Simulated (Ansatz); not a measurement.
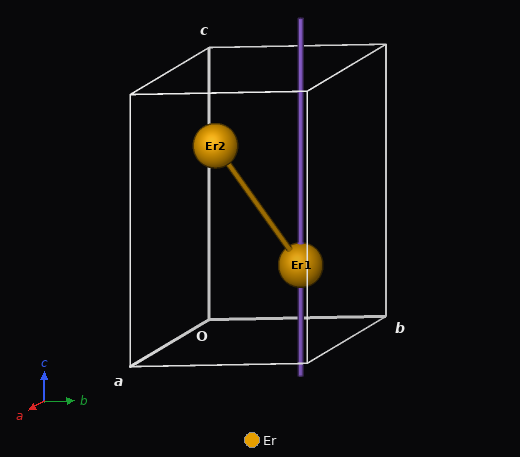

Crystal: Er, the input geometry of an electronic-structure calculation (not necessarily at equilibrium). The coloured rod is the axis of a symmetry operation of the crystal. Symmetry computed with spglib at a tolerance of 0.002 Å; standard conventional cell.

a = 3.567 Å, b = 3.567 Å, c = 5.731 Å, α = 90.00°, β = 90.00°, γ = 120.00°.

```csv
atom,x,y,z
Er1,0.3333,0.6667,0.2500
Er2,0.6667,0.3333,0.7500
```

Take the operation x, y, z → −y+1, x−y+1, z.

Question: What kind of operation is it, and where does it lie?

Answer: It is a 3-fold rotation, about the line along [0 0 1] through (1/3, 2/3, 1/2).

Question: Onto which atom does it carry each atom (up to whole multiples of a, b and c)?

Answer: Er1 → Er1, Er2 → Er2.
